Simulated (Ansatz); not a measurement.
# C2H7Si: atomisation energy from a Python script

How much energy holds C2H7Si together? Wanted for C2H7Si: an atomisation energy.

Computed with Ansatz 0.2.0 through its Python package. Level of theory: PBE0/aug-cc-pVDZ.

### Step 1. The structure

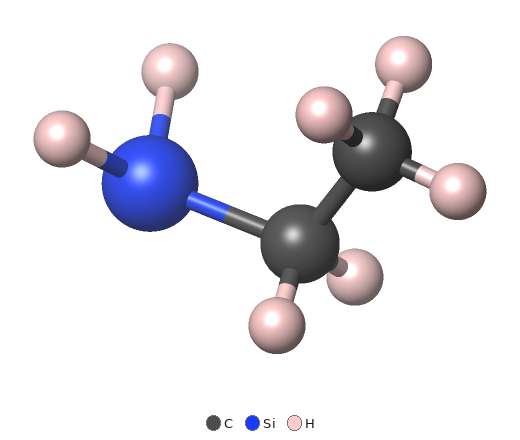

The starting structure, viewed from a chosen angle; carbon dark grey, silicon blue, hydrogen pink.

The script holds or builds the structure itself.

### Step 2. Script

Contents of run_tae.py:

```python
'''Atomisation energy of C2H7Si at the given geometry.'''

from collections import Counter

import ansatz as az
from ase import Atoms


def total_energy(molecule, charge=0, unpaired=0):
    calc = (
        molecule.calculation()
        .basis(gaussian='aug-cc-pVDZ')
        .functional('PBE0')
        .scf(lower_state_search='light')
    )
    if charge:
        calc = calc.charge(charge)
    if unpaired:
        calc = calc.spin('collinear', total=unpaired)
    report = calc.run(threads=1).report
    if report['published_state_doubts']:
        print('  doubts:', report['published_state_doubts'])
    return report['free_energy_ev']


def main() -> None:
    atoms = Atoms(['C', 'C', 'Si', 'H', 'H', 'H', 'H', 'H', 'H', 'H'], positions=[
        (-0.769, 0.4853, -0.6287),
        (-0.1566, -0.7265, -0.0881),
        (1.2854, -0.433, 1.0088),
        (-1.5919, 0.2685, -1.2804),
        (-0.1172, 1.1122, -1.2629),
        (-1.1931, 1.188, 0.1627),
        (0.1889, -1.3498, -0.9243),
        (-0.8633, -1.2826, 0.4616),
        (0.9195, 0.3871, 2.2462),
        (2.3803, 0.2995, 0.3079),
    ])
    geometry = az.Crystal.molecule_from_ase(atoms)

    # Hund ground states
    unpaired = {'C': 2, 'Si': 2, 'H': 1}
    counts = Counter(site.symbol for site in geometry.cartesian_sites)
    atom_energy = {s: total_energy(az.Crystal.molecule().atom(s, (0, 0, 0)), 0, unpaired[s]) for s in counts}
    whole = total_energy(geometry, 0, 1)
    for s, e in atom_energy.items():
        print(f'{s:2s} x{counts[s]}  {e:14.5f} eV')
    print(f'C2H7Si: {whole:.5f} eV')
    split = sum(counts[s] * e for s, e in atom_energy.items()) - whole
    print(f'atomisation energy (no zero-point term): {split:.3f} eV, {split / sum(counts.values()):.3f} eV an atom')


if __name__ == '__main__':
    main()
```

### Step 3. Running it

Started as:

```sh
$ python run_tae.py
```

Standard output:

```text
C  x2     -1028.61138 eV
Si x1     -7870.84485 eV
H  x7       -13.62341 eV
C2H7Si: -10058.30763 eV
atomisation energy (no zero-point term): 34.876 eV, 3.488 eV an atom
```

Wall time 7.4 s (1 thread of Intel Xeon Platinum 8488C (Sapphire Rapids), shared host); peak memory 0.42 GiB.

Lines on the test bed's own set-up are left out of the output.

### Step 4. The engine's runs

The 4 runs, in the order started:

```tsv
run	system	unpaired or total moment	energy (eV)	<S²>	SCF cycles	CPU time (s)
1	C	2	-1028.6114	2.00	11	0.11
2	Si	2	-7870.8448	2.01	11	0.2
3	H	1	-13.6234	0.75	8	0.04
4	C2H7Si	1	-10058.3076	0.75	15	6.6
```

Totals carry meaning only in balanced differences at one level of theory.

### Step 5. Summary of results

| quantity | value |
| --- | --- |
| atomisation energy, no zero point | 34.876 eV |
| runs compared | 4 |

Zero-point motion and spin-orbit terms of the atoms are left out, and both would lower it. 34.876 eV from the electronic energies, without the zero-point term. The geometry is a force-field or estimated start, not a minimum of this method, and the basis set is short of its limit. All parts are taken at fixed geometry, without zero-point energy. The species is open-shell (spin multiplicity 2). For Al to Cl the sets with a tight d function, cc-pV(X+d)Z, are usual.
